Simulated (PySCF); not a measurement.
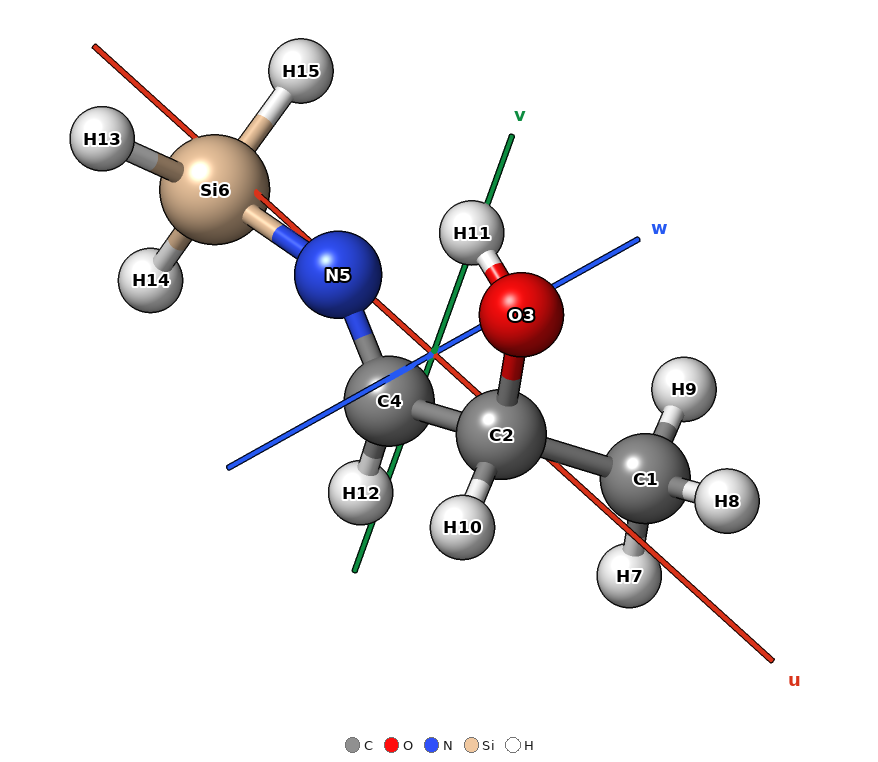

The lines u, v and w are the principal axes of the static dipole polarisability. Computed geometry: GFN2-xTB optimisation. No frequency run is at hand to confirm it as a minimum. Level of theory: CAM-B3LYP/def2-SVPD (PySCF 2.14.0).

Along which axis is the molecule most polarisable, and along which least?

Most along u (close to the long direction C1···Si6), least along w.

Give the three principal values.

u 98.5, v 70.9, w 63.4 bohr³; mean 77.6, anisotropy 32.1 bohr³.

The geometry is semi-empirical. Around Si such bond lengths and angles can be off by a tenth of an ångström or more and by several degrees, and values that hang on the shape move with them.
